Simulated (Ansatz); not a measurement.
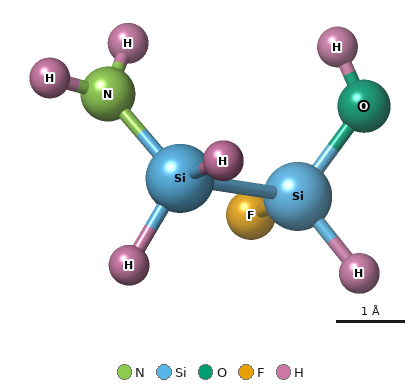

*The structure as given in the input (ball-and-stick view, seen at a tilt).*

**Phonon calculation, with input and output: Si$_{2}$NH$_{6}$OF**

- system: Si$_{2}$NH$_{6}$OF, SMILES N[SiH2][SiH](O)F
- method: RKS CAM-B3LYP-D4/def2-SVP (Ansatz 0.2.0)

It belongs to a series of runs on one base structure; here: vibrations at the highest image of the band.

The input
```yaml
crystal:
  periodic: [false, false, false]
  atoms:
    - { symbol: "N", position_ang: [-1.513155, 0.103686, -1.110304] }
    - { symbol: Si, position_ang: [0.172908, -0.276634, -1.083366] }
    - { symbol: Si, position_ang: [1.055187, 0.344692, 0.997115] }
    - { symbol: O, position_ang: [0.436614, -0.54479, 2.245989] }
    - { symbol: F, position_ang: [0.693272, 1.914475, 1.226222] }
    - { symbol: H, position_ang: [-2.081657, 0.155396, -0.27503] }
    - { symbol: H, position_ang: [-2.081733, -0.021482, -1.939797] }
    - { symbol: H, position_ang: [0.499141, -1.725568, -1.286199] }
    - { symbol: H, position_ang: [0.874465, 0.456463, -2.176559] }
    - { symbol: H, position_ang: [2.525582, 0.199148, 1.100326] }
    - { symbol: H, position_ang: [-0.515122, -0.662386, 2.322403] }
basis:
  gaussian: { orbitals: def2-SVP }
hamiltonian:
  xc: cam_b3lyp
  dispersion: d4
phonons: {}
```

Hardware: 2 threads of Intel Xeon (Sapphire Rapids), 16 GiB of memory available, shared host.

Run as:
```bash
ansatz run input.yaml --threads 2 --pin off --max-ram 3072MiB --backend cpu --events-out ev --progress --plain --runs-dir out
```

What the program printed
```
Engine: ansatz 0.2.0, x86_64-unknown-linux-gnu
Functional definition: CAM-B3LYP
  parameter alpha = 0.19
  parameter beta = 0.46
  parameter omega = 0.33/bohr
  parameter ac = 0.81
  exchange = (1 - alpha - beta)*b88_x + beta*b88_x_sr(omega) + alpha*exact_x + beta*exact_x_lr(omega)
  correlation = (1 - ac)*vwn5_c + ac*lyp_c
1108 factors; integrals over basis functions are off by at most 4.0e-4 eV
399 factors; integrals over basis functions are off by at most 6.2e-7 eV
mean field evaluation 1: about -22090.0516 eV, gradient 6.9e1 eV
mean field evaluation 2: about -22085.1422 eV, gradient 8.6e1 eV
mean field evaluation 4: about -22098.3775 eV, gradient 2.6e0 eV
mean field evaluation 8: about -22098.3953 eV, gradient 8.5e-2 eV
mean field evaluation 16: about -22098.3953 eV, gradient 8.5e-5 eV
mean field -22098.39533479 eV, -812.1010497231 hartree, gradient 8.5e-5 eV, S^2 0.000000; 0 other end points of the search recorded, 0 dependent functions left out
the calculation of the forces begins
reference -22098.39546975 eV, -812.1010546830 hartree; 29, 29 occupied and 79, 79 virtual orbitals, 1108 factors
these checks for a lower state are left out or cut short: stability, starts, cluster_reference, orbital_swaps, neighbouring_geometries, increment
1108 factors; integrals over basis functions are off by at most 4.0e-4 eV
399 factors; integrals over basis functions are off by at most 6.2e-7 eV
mean field -22098.39510983 eV, -812.1010414560 hartree, gradient 1.6e-6 eV, S^2 0.000000; 0 other end points of the search recorded, 0 dependent functions left out
[... from here on the field's lines of each further geometry are left out, up to the last ...]
the calculation of the forces begins
reference -22098.39545480 eV, -812.1010541334 hartree; 29, 29 occupied and 79, 79 virtual orbitals, 1108 factors
these checks for a lower state are left out or cut short: stability, starts, cluster_reference, orbital_swaps, neighbouring_geometries, increment
1108 factors; integrals over basis functions are off by at most 4.0e-4 eV
399 factors; integrals over basis functions are off by at most 6.2e-7 eV
mean field evaluation 384: about -22098.3953 eV, gradient 1.1e-6 eV
mean field -22098.39533777 eV, -812.1010498328 hartree, gradient 1.1e-6 eV, S^2 0.000000; 0 other end points of the search recorded, 0 dependent functions left out
the calculation of the forces begins
reference -22098.39547273 eV, -812.1010547924 hartree; 29, 29 occupied and 79, 79 virtual orbitals, 1108 factors
WARN: phonons: modes at or below zero, which the zero-point energy, F, S and C_V leave out: 1, the lowest at -183.18 cm⁻¹. A minimum has none, and a first-order saddle one
Total energy: -22098.60127958 eV, -812.1086180546 hartree
Atom 0 at    -1.513155     0.103686    -1.110304 Å, force    -0.001378     0.000229     0.000323 eV/Å
Atom 1 at     0.172908    -0.276634    -1.083366 Å, force    -0.006344    -0.003417    -0.001035 eV/Å
Atom 2 at     1.055187     0.344692     0.997115 Å, force    -0.005546     0.010265    -0.008546 eV/Å
Atom 3 at     0.436614    -0.544790     2.245989 Å, force     0.003225    -0.007316     0.012619 eV/Å
Atom 4 at     0.693272     1.914475     1.226222 Å, force     0.000595    -0.000775     0.003363 eV/Å
Atom 5 at    -2.081657     0.155396    -0.275030 Å, force     0.005998    -0.001139     0.002207 eV/Å
Atom 6 at    -2.081733    -0.021482    -1.939797 Å, force     0.003482     0.001326    -0.002027 eV/Å
Atom 7 at     0.499141    -1.725568    -1.286199 Å, force    -0.000047    -0.001345    -0.001130 eV/Å
Atom 8 at     0.874465     0.456463    -2.176559 Å, force     0.001235    -0.000284     0.001088 eV/Å
Atom 9 at     2.525582     0.199148     1.100326 Å, force    -0.000797    -0.000947    -0.001232 eV/Å
Atom 10 at    -0.515122    -0.662386     2.322403 Å, force    -0.000423     0.003403    -0.005630 eV/Å
Dipole moment:    -0.521872    -0.259539    -0.149939 e Å
Vibrations: -183.18 34.79 111.24 139.60 225.24 263.18 298.86 345.34 428.58 513.00 706.36 740.10 765.96 837.05 846.07 865.78 887.15 939.79 952.45 1000.28 1550.87 2182.97 2231.23 2288.17 3616.39 3710.91 3925.77 cm⁻¹, zero-point energy 1.885002 eV
```

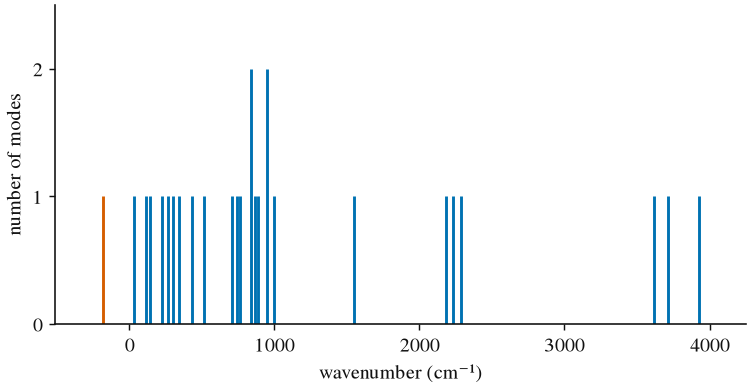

*Harmonic vibrational wavenumbers from the force constants; neighbouring modes closer than 19 cm⁻¹ are counted in one stick, and imaginary ones are drawn at negative wavenumbers.*

27 modes from 183i to 3926 cm⁻¹, 1 imaginary beyond 8i (183i cm⁻¹): a first-order saddle point, if the geometry is stationary.

Summary

```tsv
quantity	value
outcome	converged
total energy	−22098.6013 eV
mean-field energy	−22098.3955 eV
largest force (length of the vector)	0.015 eV/Å
wall time	100 s (CPU time 3.2 min)
peak memory	0.31 GiB
```
